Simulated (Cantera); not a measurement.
Charge: 1 mol ZrO₂, 2.3 mol H₂, 60 mol N₂, equilibrated at 13300 Pa.

Equilibrium computed with Cantera from the NASA thermochemical tables; the gas is ideal and each condensed phase is pure. Candidate condensed phases: H₂O, Zr, ZrN, ZrO₂; 28 gas species. Rates play no part.

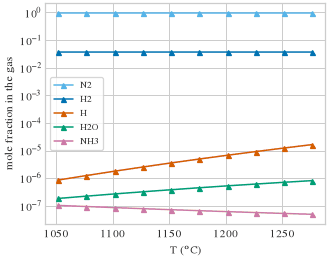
Figure. Equilibrium gas composition (values under 1e-9 drawn at 1e-9)

Task: Read off the mole fractions at 1052 °C.

Result: N₂ about 0.96, H₂ about 0.037, H about 8.6e-7, H₂O about 1.9e-7, NH₃ about 1.0e-7.
